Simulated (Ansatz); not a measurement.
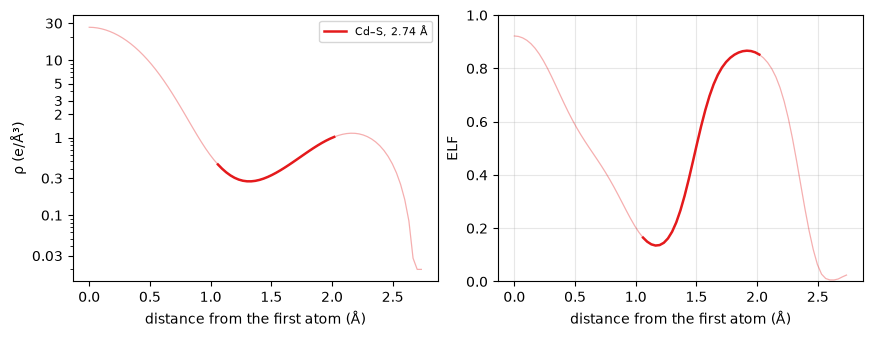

The picture shows: Cd3S2. Valence pseudo-density and electron localisation function along straight lines between neighbouring atoms. Thin, pale parts lie inside the atomic spheres.

Space group R-3m; started from the tetradymite_166 prototype, which need not be the ambient phase.

Computed with DFT PBE, scalar-relativistic, plane waves, PAW (Ansatz 0.2.0).

The density is the valence pseudo-density of a PAW calculation; it isn't the true density close to the nuclei.

> What can be read from the curves?

Cd–S (2.74 Å): ρ is about 0.28 e/Å³ halfway; the ELF peaks at about 0.85 in the valence shell of S, 0.8 Å from its nucleus, and drops to about 0.15 between the two atoms.
